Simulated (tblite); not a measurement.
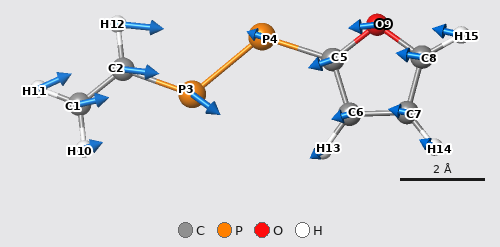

This is a relaxation of C₆H₆OP₂. The starting structure is drawn; blue arrows show the displacements, 2 times their true length. The two geometries are superimposed by the best rigid fit.

Style: ball-and-stick. Shown at a tilt.

These are results of tblite 0.8.0, GFN2-xTB geometry optimisation, gas phase, not measurements. 

What happened in the run?

Answer. The atom that moves furthest after the best rigid fit is H12 (0.57 Å). By element the largest moves are H 0.57 Å, C 0.45 Å, P 0.43 Å, O 0.36 Å. Among the contacts that change: P3–P4 2.178 → 2.043 Å, P4–C5 1.830 → 1.785 Å, C8–O9 1.360 → 1.336 Å, C8–H15 1.087 → 1.072 Å. Bond angles that change, for instance: C2–P3–P4 120.9° → 97.3°, P3–P4–C5 122.7° → 99.9°, P4–C5–C6 126.1° → 135.8°. The energy falls by 1.291 eV in 36 geometry steps.
